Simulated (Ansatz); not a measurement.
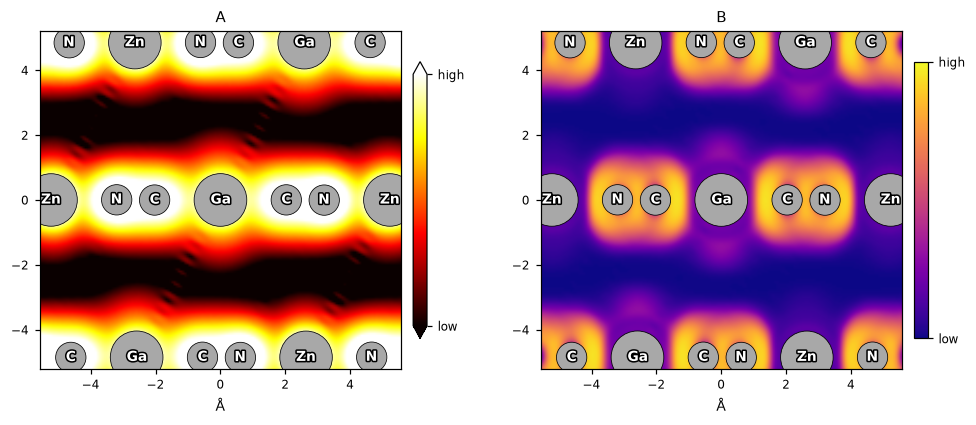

ZnGaC₄N₄: 2 fields on the (111) plane of the conventional cell, with unlabelled colour scales. Grey discs cover the atomic cores.

Space group Cmmm; a structure generated by program, which may or may not match a known phase; computed without spin polarisation.

Method: Ansatz 0.2.0, DFT PBE, scalar-relativistic, plane waves, PAW.

> Which field does each panel show? The fields are: electron localisation function and valence pseudo-density.

Panel A: valence pseudo-density. Panel B: electron localisation function. From the grid: C–N (1.17 Å): the density is about 3.5 e/Å³ at the midpoint; the ELF peaks at about 0.85 between the atoms. Zn–N (2.02 Å): the density is about 0.57 e/Å³ at the midpoint; the ELF peaks at about 0.90 in the valence shell of N, 0.6 Å from its nucleus, and is about 0.30 at the midpoint: no localised pair shows between them.
